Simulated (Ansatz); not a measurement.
Results of PBEsol+SOC in Ansatz (PAW) for CsCl-type TlBr.

Numerical settings: plane-wave cutoff 520 eV, 8×8×8 k mesh, Fermi–Dirac smearing 0.01 eV, PAW data made under PBE.

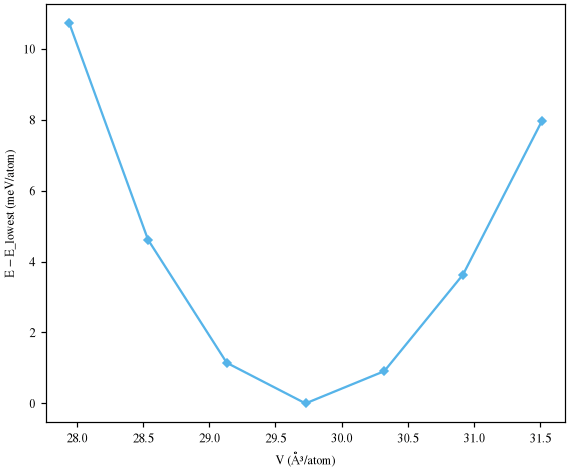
Figure: Total energy against volume

Q: From the curve, estimate the equilibrium volume and the bulk modulus.

A: V0 ≈ 29.7 Å³/atom and B0 ≈ 28 GPa; the fit gives V0 = 29.749 Å³/atom, B0 = 27.5 GPa, B′ = 5.2.

Measured, for comparison: equilibrium volume per atom 31.62 Å³/atom (temperature not stated, not corrected to a static lattice; as tabulated in Du and Singh (2010), arXiv:1001.5458). Computed (rounded) less measured: equilibrium volume per atom -5.9 %.

It cost roughly 2.4 core-minutes of CPU time.

Ansatz is a program for electronic structure.
